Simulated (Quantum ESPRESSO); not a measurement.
One S site of CaMg3S4 in Pm-3m, with the coupling taken from PBE PAW (JTH datasets; density from pw.x of a modified build of Quantum ESPRESSO, gradients reconstructed from it by a script) (|Q| = 0.0678 barn). The cell was made here from a computed Materials Project entry: one of 4 Mg replaced by Ca, cell and atoms relaxed (PBE without dispersion, pw.x of Quantum ESPRESSO, symmetry kept). The parent is MgS in Fm-3m; whether this form has been observed was not checked. The swapped cell is a model, not a known phase. Stability against distortions was not tested. Cores are frozen. Against all-electron runs on small test molecules, this scheme's |Vzz| missed by −3 % on S.

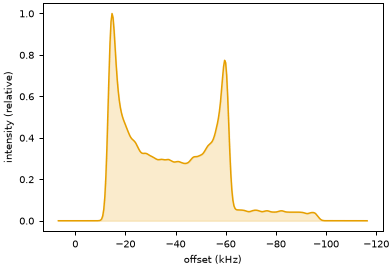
*Simulated fast-MAS powder pattern of the ³³S central transition at 18.8 T (Larmor frequency ν0 = 61.5 MHz, I = 3/2), second-order quadrupolar broadening alone, zero at the isotropic chemical shift*

Task: Estimate |C_Q| and η_Q from the pattern.

Result: 
|C_Q| ≈ 9.8 MHz and η_Q ≈ 0.0. The pattern runs from -96.9 to -13.8 kHz before smoothing, a width that goes as C_Q²/ν0, with its centre of gravity at -38.8 kHz.
